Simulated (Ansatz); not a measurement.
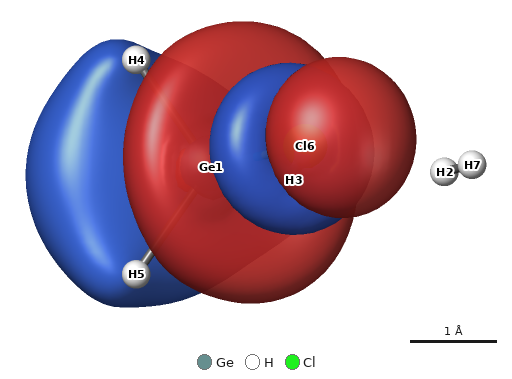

ClGeH3···H2. One frontier orbital at ±0.1 Å⁻³ᐟ² (red and blue are the two phases), seen from one side.

Not at a stationary point (largest force 1.7 eV/Å).

Level of theory: RKS PBE0/def2-SVP (Ansatz).

| atom | x (Å) | y (Å) | z (Å) |
| --- | --- | --- | --- |
| Ge | -0.4871 | 0.0000 | -0.4378 |
| H | 0.1872 | 0.0000 | 2.2452 |
| H | 0.7825 | 0.0000 | 0.4153 |
| H | -0.5771 | 1.2648 | -1.3025 |
| H | -0.5771 | -1.2648 | -1.3025 |
| Cl | -2.2782 | 0.0000 | 0.8427 |
| H | -0.4204 | 0.0000 | 2.6279 |

Question: Which orbital is it: HOMO or LUMO?

Answer: The LUMO, at −0.34 eV. By Hirshfeld shares it lies mainly on Ge1 (about 55 %), Cl6 (about 30 %) and H3 (about 5 %).
